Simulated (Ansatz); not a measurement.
GeH₅Sb (SMILES [GeH3][SbH2])

Input file:

```
crystal:
  periodic: [false, false, false]
  atoms:
    - {symbol: Ge, position_ang: [-0.516629, -0.612759, -0.545439]}
    - {symbol: Sb, position_ang: [0.721114, 1.568760, 0.213320]}
    - {symbol: H, position_ang: [-0.380149, -1.752489, 0.475851]}
    - {symbol: H, position_ang: [-2.008345, -0.294784, -0.744829]}
    - {symbol: H, position_ang: [0.066642, -1.073987, -1.891943]}
    - {symbol: H, position_ang: [0.074561, 1.427613, 1.788498]}
    - {symbol: H, position_ang: [2.104007, 0.669648, 0.658642]}
basis:
  gaussian: {orbitals: def2-TZVPP}
hamiltonian: {xc: pbe0, dispersion: d4}
output: {orbitals: {seedname: orbitals}}
```

Launched as:

```sh
ansatz run in.yaml --threads 2 --pin off --events-out ev --progress --plain --max-ram 4352MiB
```

Geometry: PBE0-D4/def2-TZVP; core potentials replace the inner electrons of Sb.

Level of theory: RKS PBE0-D4/def2-TZVPP in Ansatz.

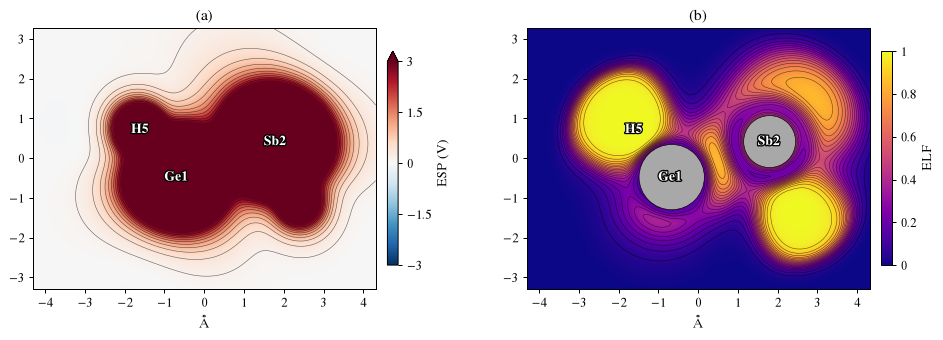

Figure 1. (a) electrostatic potential; (b) ELF on the plane of atoms Sb2, Ge1 and H5. Grey discs cover the atomic cores in the ELF map.

**Read the bonding off the picture.**

- The plane passes through Ge, Sb and H nuclei.
- Ge–Sb (2.62 Å): the ELF peaks at about 0.85 between the atoms; a covalent bond.
- Ge–H (1.54 Å): the ELF climbs to about 1 towards the hydrogen.
- The ELF also peaks beside Sb2, away from the bonds: lone-pair regions.
- The potential has no marked negative region in this plane.

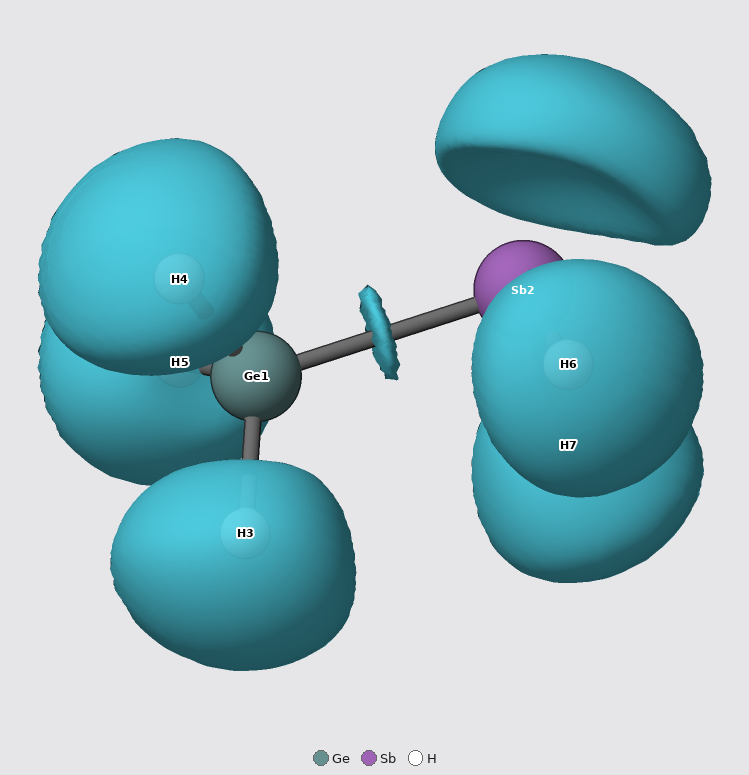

Figure 2. Isosurface of the ELF at 0.8 (cyan), seen from one side. Only the valence region is drawn (cores and ρ < 0.01 e/Å³ removed).

**What do the ELF domains correspond to?**

The ELF exceeds this value in one region between bonded Ge–Sb atoms (shared pairs), five regions around hydrogen nuclei and one lobe on Sb, pointing away from the bonds (lone pairs).

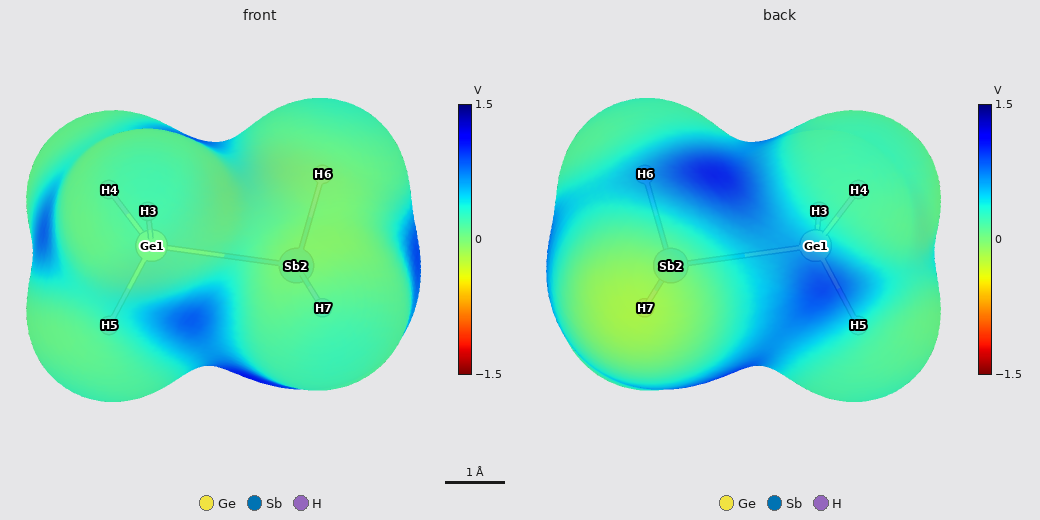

Figure 3. The electrostatic potential painted on the density surface at 0.002 e/bohr³, seen from the front and from behind; red is negative and blue positive.

**Describe the electrostatic potential map.**

The most negative region (about −0.2 V) lies over H7, the most positive (about +1.1 V, or +25 kcal/mol for a unit charge) over Sb2.
